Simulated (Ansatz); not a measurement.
```yaml
atoms:
  - { symbol: C, position_ang: [-1.0733, -0.8572, 0.2841] }
  - { symbol: N, position_ang: [0.0013, 0.0530, -0.0342] }
  - { symbol: C, position_ang: [1.2702, -0.3655, 0.5105] }
  - { symbol: Al, position_ang: [-0.1916, 1.5240, -0.9839] }
  - { symbol: F, position_ang: [-1.7058, 1.8808, -1.5407] }
  - { symbol: H, position_ang: [-1.2109, -0.9526, 1.3704] }
  - { symbol: H, position_ang: [-0.8761, -1.8645, -0.1089] }
  - { symbol: H, position_ang: [-2.0150, -0.5080, -0.1443] }
  - { symbol: H, position_ang: [1.2354, -0.4385, 1.6066] }
  - { symbol: H, position_ang: [2.0595, 0.3454, 0.2504] }
  - { symbol: H, position_ang: [1.5695, -1.3510, 0.1268] }
  - { symbol: H, position_ang: [1.0138, 2.4791, -1.3027] }
```

Geometry: PBE0-D4/def2-TZVP.

The calculation used RKS PBE0-D4/def2-TZVPP in Ansatz 0.2.0.

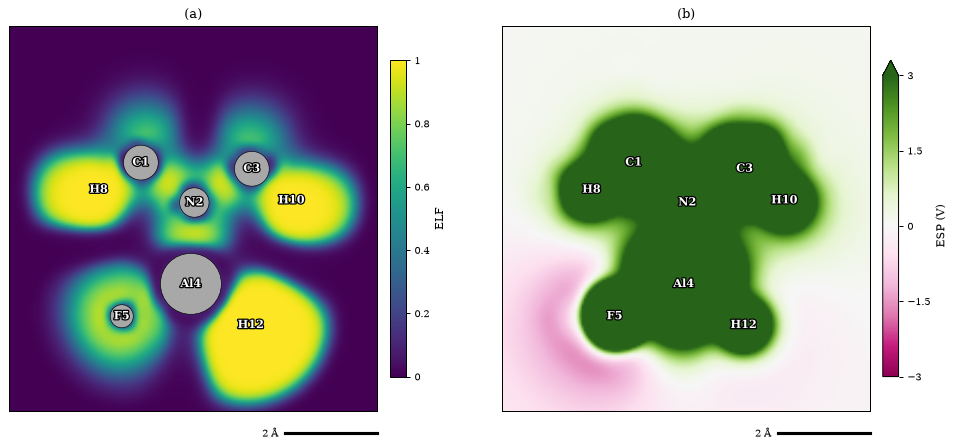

C2H7AlFN (SMILES C[N](C)[AlH][F]). (a) ELF; (b) electrostatic potential on the plane of atoms C1, N2 and Al4. Grey discs cover the atomic cores in the ELF map.

Interpret the plot.

Answer. The plane passes through C, N, Al, F and H nuclei.
C–N (1.44 Å): the ELF peaks at about 0.90 between the atoms; a covalent bond.
Al–F (1.65 Å): the ELF peaks at about 0.85 in the valence shell of F, 0.6 Å from its nucleus, and is about 0.30 at the midpoint.
Al–N (1.76 Å): the ELF peaks at about 0.90 in the valence shell of N, 0.7 Å from its nucleus, and is about 0.65 at the midpoint.
C–H (1.09 Å): the ELF climbs to about 1 towards the hydrogen, as it does in any bond to H; an ordinary covalent bond to hydrogen.
Al–H (1.57 Å): the ELF climbs to about 1 towards the hydrogen.
The ELF also peaks beside F5, away from the bonds: lone-pair regions.
Outside the dense part of the molecule the potential is most negative (−1.5 V) near F5.
